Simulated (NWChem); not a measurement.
**triplet P4 at 5 levels**

Wanted: a comparison of 5 runs (UCAM-B3LYP/def2-SVPD, UB3LYP/def2-SVPD, UBHLYP/def2-SVPD, UM06-2X/def2-SVPD, UPBE0/def2-SVPD) of triplet P4. 

The calculation is run with NWChem 7.3.0.

7 further runs of the same task are left out: 7 that didn't finish.

### Step 1. Starting point

The species is P4 (4 atoms), meant as a triplet with charge 0. As SMILES of the parent species, `P12P3P1P23`. The coordinates come from a PBE0-D4/def2-TZVP relaxation. That shape belongs to the parent species and isn't relaxed for this state.

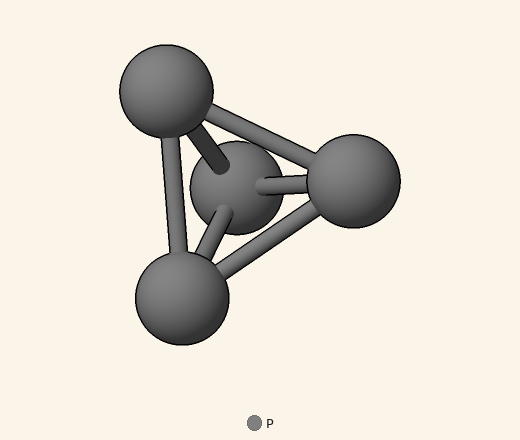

Viewed from a chosen angle; phosphorus grey.

### Step 2. A single-point energy at UCAM-B3LYP/def2-SVPD (run 1)

Input file calc.nw:

```
start calc
memory 2200 mb
geometry units angstrom noautosym nocenter noautoz
   P    -0.724800   -0.100000    1.119400
   P     1.294900    0.109800    0.315700
   P    -0.185000   -1.091700   -0.749800
   P    -0.385100    1.081900   -0.685200
end
basis spherical bse
   * library def2-SVPD
end
dft
   xc xcamb88 1.00 lyp 0.81 vwn_5 0.19 hfexch 1.00
   cam 0.33 cam_alpha 0.19 cam_beta 0.46
   mult 3
   grid fine
   convergence energy 1e-08
   direct
   iterations 100
   mulliken
   print low
end
task dft energy
```

The run is started by

```console
$ nwchem calc.nw > calc.out
```

Output:

```text
[...]
 d= 0,ls=0.0,diis     1  -1364.7897739447 -1.69D+03  6.61D-03  1.39D-01     5.5
[...]
 d= 0,ls=0.0,diis    30  -1364.8701443862 -7.12D-09  4.08D-06  4.44D-10   150.0
[...]
         Total DFT energy =    -1364.870144386153
      One electron energy =    -2538.712706043192
           Coulomb energy =      939.738152201048
    Exchange-Corr. energy =      -93.028038434440
 Nuclear repulsion energy =      327.132447890431
[...]
      Total Density - Mulliken Population Analysis
     ---------------------------------------------
    Atom       Charge   Shell Charges
 -----------   ------   -------------------------------------------------------
    1 P   15    14.98   2.00  1.98  1.31  0.52  0.09  5.92  1.43  1.58  0.13  0.02
    2 P   15    15.02   2.00  1.98  1.32  0.52  0.12  5.92  1.41  1.52  0.16  0.07
    3 P   15    14.98   2.00  1.98  1.31  0.52  0.09  5.92  1.43  1.58  0.13  0.02
    4 P   15    15.02   2.00  1.98  1.32  0.52  0.12  5.92  1.41  1.52  0.16  0.07
[...]
      <S2> =      2.0102 (Exact =     2.0000)
[...]
```

Wall time 2.5 min (1 thread of AMD EPYC 9R14 (Zen 4), shared host); peak memory 0.12 GiB.

### Step 3. The energy at UB3LYP/def2-SVPD (run 2)

Input file sp.nw:

```
start sp
title "P4"
memory 2200 mb
geometry units angstroms noautosym nocenter noautoz
P       -0.724800      -0.100000       1.119400
P        1.294900       0.109800       0.315700
P       -0.185000      -1.091700      -0.749800
P       -0.385100       1.081900      -0.685200
end
basis spherical bse
* library def2-SVPD
end
dft
xc b3lyp
mult 3
grid fine
convergence energy 1e-08
maxiter 100
mulliken
end
task dft energy
```

The run is started by

```console
$ nwchem sp.nw > sp.out
```

Output:

```text
[...]
          Wavefunction type:  spin polarized.
          No. of atoms     :     4
          No. of electrons :    60
[...]
          Charge           :     0
          Spin multiplicity:     3
[...]
          AO basis - number of functions:    96
[...]
              XC Information
              --------------
                         B3LYP Method XC Potential
                     Hartree-Fock (Exact) Exchange  0.200
                        Slater Exchange Functional  0.800 local
                    Becke 1988 Exchange Functional  0.720 non-local
              Lee-Yang-Parr Correlation Functional  0.810
                  VWN I RPA Correlation Functional  0.190 local
[...]
 d= 0,ls=0.0,diis     1  -1364.8450303040 -1.69D+03  9.19D-03  1.38D-01     2.1
[...]
 d= 0,ls=0.0,diis    30  -1364.9216962459 -3.95D-09  4.32D-06  1.15D-10    54.4
[...]
         Total DFT energy =    -1364.921696245903
      One electron energy =    -2538.845614383781
           Coulomb energy =      939.875462357317
    Exchange-Corr. energy =      -93.083992109870
 Nuclear repulsion energy =      327.132447890431
[...]
      Total Density - Mulliken Population Analysis
     ---------------------------------------------
    Atom       Charge   Shell Charges
 -----------   ------   -------------------------------------------------------
    1 P   15    14.99   2.00  1.98  1.32  0.54  0.07  5.92  1.43  1.56  0.13  0.03
    2 P   15    15.01   2.00  1.98  1.33  0.53  0.10  5.92  1.41  1.51  0.16  0.08
    3 P   15    14.99   2.00  1.98  1.32  0.54  0.07  5.92  1.43  1.56  0.13  0.03
    4 P   15    15.01   2.00  1.98  1.33  0.53  0.10  5.92  1.41  1.51  0.16  0.08
[...]
      <S2> =      2.0078 (Exact =     2.0000)
[...]
```

It took 55 s on 1 thread of AMD EPYC 9R14 (Zen 4), shared host; peak memory 0.12 GiB.

Runs 3 to 4 aren't shown in full; the table further down has their settings and results.

### Step 4. The energy at UPBE0/def2-SVPD (run 5)

Input file job.xyz:

```xyz
4
P4
P     -0.724800    -0.100000     1.119400
P      1.294900     0.109800     0.315700
P     -0.185000    -1.091700    -0.749800
P     -0.385100     1.081900    -0.685200
```

Input file job.nw:

```
echo
start job
title "P4"
memory 2200 mb
charge 0

geometry noautosym nocenter noautoz
load format xyz job.xyz
end

basis spherical bse
* library def2-SVPD
end

dft
xc pbe0
mult 3
grid fine
convergence energy 1e-08
iterations 100
mulliken
end

task dft
```

The run is started by

```console
$ nwchem job.nw > job.out
```

Output:

```text
[...]
          Wavefunction type:  spin polarized.
          No. of atoms     :     4
          No. of electrons :    60
[...]
          Charge           :     0
          Spin multiplicity:     3
[...]
          AO basis - number of functions:    96
[...]
              XC Information
              --------------
                         PBE0 Method XC Functional
                     Hartree-Fock (Exact) Exchange  0.250
          PerdewBurkeErnzerhof Exchange Functional  0.750
            Perdew 1991 LDA Correlation Functional  1.000 local
           PerdewBurkeErnz. Correlation Functional  1.000 non-local
[...]
 d= 0,ls=0.0,diis     1  -1364.2905478705 -1.69D+03  8.61D-03  1.13D-01     2.4
[...]
 d= 0,ls=0.0,diis    29  -1364.3634674263 -4.16D-09  2.80D-06  9.87D-11    54.7
[...]
         Total DFT energy =    -1364.363467426347
      One electron energy =    -2538.688174337224
           Coulomb energy =      939.716524811916
    Exchange-Corr. energy =      -92.524265791470
 Nuclear repulsion energy =      327.132447890431
[...]
      Total Density - Mulliken Population Analysis
     ---------------------------------------------
    Atom       Charge   Shell Charges
 -----------   ------   -------------------------------------------------------
    1 P   15    14.98   2.00  1.98  1.27  0.65  0.02  5.92  1.39  1.60  0.13  0.01
    2 P   15    15.02   2.00  1.98  1.28  0.64  0.05  5.92  1.37  1.55  0.16  0.05
    3 P   15    14.98   2.00  1.98  1.27  0.65  0.02  5.92  1.39  1.60  0.13  0.01
    4 P   15    15.02   2.00  1.98  1.28  0.64  0.05  5.92  1.37  1.55  0.16  0.05
[...]
      <S2> =      2.0104 (Exact =     2.0000)
[...]
```

Run time: 56 s. Hardware: 1 thread of AMD EPYC 9R14 (Zen 4), shared host; peak memory 0.12 GiB.

### Step 5. The series

```
run                 level   energy (Eh)   ⟨S²⟩  wall time
  1  UCAM-B3LYP/def2-SVPD  -1364.870144  2.010    2.5 min
  2      UB3LYP/def2-SVPD  -1364.921696  2.008       55 s
  3      UBHLYP/def2-SVPD  -1364.841391  2.013       56 s
  4     UM06-2X/def2-SVPD  -1364.811523  2.007       71 s
  5       UPBE0/def2-SVPD  -1364.363467  2.010       56 s
```

### Step 6. Summary of results

```
                                 quantity           value
                      run 5: total energy  -1364.36347 Eh
                     run 5: dipole moment          0.58 D
run 5: HOMO energy (highest over α and β)        -3.11 eV
                              run 5: ⟨S²⟩           2.010
```

**Reading.** Over runs 2, 3, 4, 5 the dipole moment (its size) runs from 0.56 D (UB3LYP/def2-SVPD) to 0.60 D (UBHLYP/def2-SVPD). Totals of different functionals can't be ranked against each other. All runs together took 6.5 min, the longest 2.5 min.
